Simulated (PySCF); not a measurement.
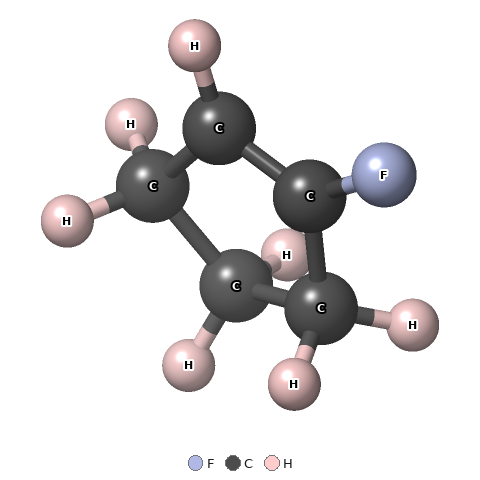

The molecule: C₅H₇F, SMILES FC1=CCCC1.

Simulated rotational absorption lines between 18 and 26 GHz at 2 K: rigid rotor with the equilibrium constants and dipole of one optimised conformer (PBE0-D3(BJ)/def2-SVP, PySCF), commonest isotopes; no centrifugal distortion, hyperfine structure, internal rotation or nuclear-spin weights; lines within 1 MHz of each other are summed. Lines of different type are drawn apart.

Q: What are the rotational constants, and what kind of rotor is it?

A: Rotational constants A, B, C = 7.197, 3.149, 2.301 GHz; Ray's κ = −0.65, an asymmetric top on the prolate side.

Q: Assign the strongest lines, as J(Ka,Kc).

A:
| GHz | upper | lower | type | relative intensity |
| --- | --- | --- | --- | --- |
| 25.34 | 5(0,5) | 4(0,4) | a | 1.00 |
| 20.72 | 4(0,4) | 3(0,3) | a | 0.93 |
| 23.22 | 4(1,3) | 3(1,2) | a | 0.90 |
| 24.70 | 5(1,5) | 4(1,4) | a | 0.90 |
| 19.89 | 4(1,4) | 3(1,3) | a | 0.78 |
| 22.78 | 4(2,2) | 3(2,1) | a | 0.54 |

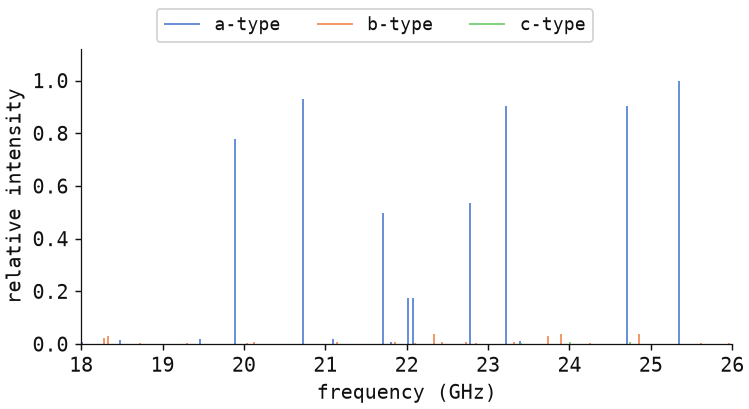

Note: coarse grid, loose stop and no frequency check, small forces are noise and the end may be a saddle.
